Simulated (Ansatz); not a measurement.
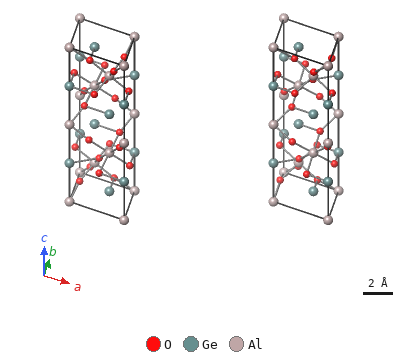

Two geometries of solid AlGeO3 (a generated structure, set up in R-3c), drawn at one scale. One is the start of a relaxation, the other its converged end. Style: ball-and-stick. Shown: the conventional cell (3 times the calculation's cell), from a free direction. Lengths and directions refer to the drawn axes.

Method: DFT, PAW plane waves, PBE in Ansatz 0.2.0. Set-up: plane-wave cutoff 420 eV; k-point mesh 5 × 5 × 5; occupations fermi dirac; smearing width 0.0328 eV; no spin polarisation; atoms relaxed in a fixed cell; at most 40 steps.

Question: Which of the two is the end point?

Answer: The right one is the relaxed one. The start is a swapped structure. After 4 accepted moves (5 points after the start) the energy has fallen by 247 meV per atom. The largest force component goes from 1.8 to 0.0029 eV/Å. 1 step only repeated the SCF at the same geometry. The largest moves, 0.31 Å, are those of O atoms. Al and Ge stay in place. The lattice vectors keep their values. Near-neighbour distances that change, for instance: Ge–O 2.264 → 1.950 Å, Al–O 1.767 → 1.833 Å. Bond angles that change, for instance: Al–O–Al 165.7° → 146.1°, Ge–O–Al 97.2° → 107.0°. The space group stays R-3c (No. 167).
